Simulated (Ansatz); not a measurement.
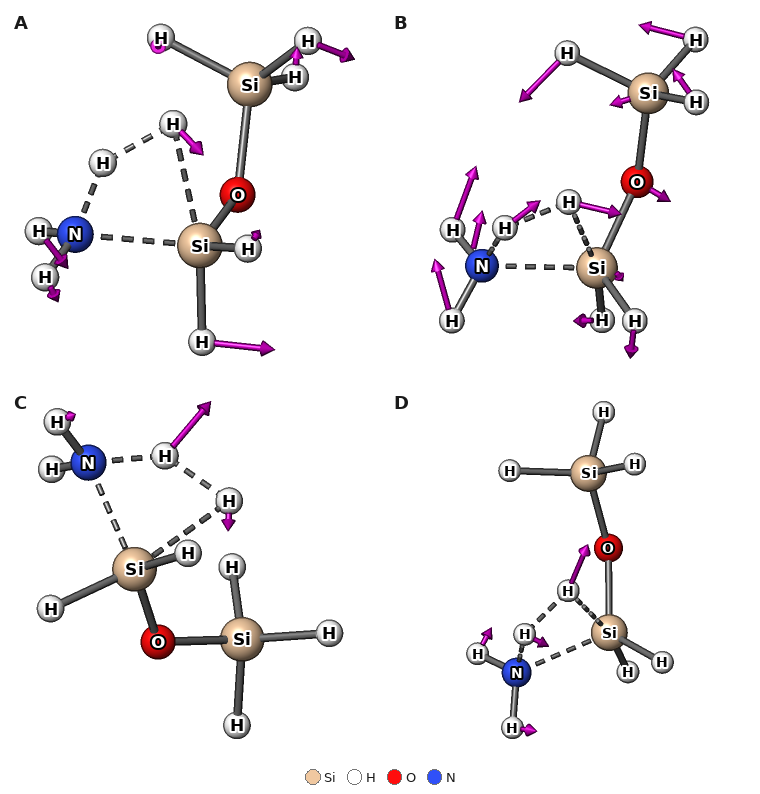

4 normal modes of one molecule or complex, as arrows. Broken sticks mark bonds that form or break. Harmonic vibrations computed with RKS PBE0-D4/def2-TZVP (Ansatz 0.2.0) at a stationary point of the same level. It is a saddle point of order 1.

**Match the panels to the wavenumbers 82 cm⁻¹, 940 cm⁻¹, 1456 cm⁻¹, 1958 cm⁻¹.**

A: 940 cm⁻¹
B: 82 cm⁻¹
C: 1958 cm⁻¹
D: 1456 cm⁻¹
